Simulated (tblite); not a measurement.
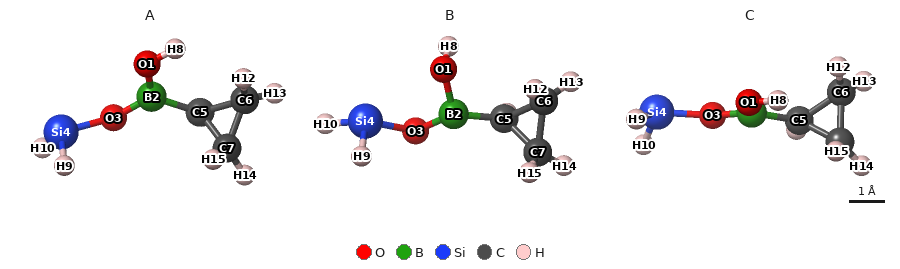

3 geometries from one relaxation of C3H8BO2Si (multiplicity 2), in shuffled order. The picture is a ball-and-stick view, seen face on.

The calculation used GFN2-xTB geometry optimisation, gas phase in tblite. 

**Order the frames from highest to lowest energy.**

B, A, C. They are steps 0, 90, 140, at +1.867 eV, +0.110 eV relative to the last. The largest move after the best rigid fit is that of an H atom, 2.64 Å. By element the largest moves are H 2.64 Å, O 1.24 Å, Si 0.66 Å, C 0.60 Å, B 0.13 Å. Near-neighbour distances that change, for instance: B–O 1.469 → 1.335 Å, B–O 1.485 → 1.363 Å, O–Si 1.696 → 1.619 Å, C–H 1.125 → 1.084 Å. Among the angles between lasting bonds that change: B–O–Si 108.0° → 146.9°, B–O–H 103.4° → 115.2°, O–Si–H 112.4° → 102.5°. Groups turn about O–Si by about 50°. Over 140 geometry steps the energy falls by 1.867 eV.
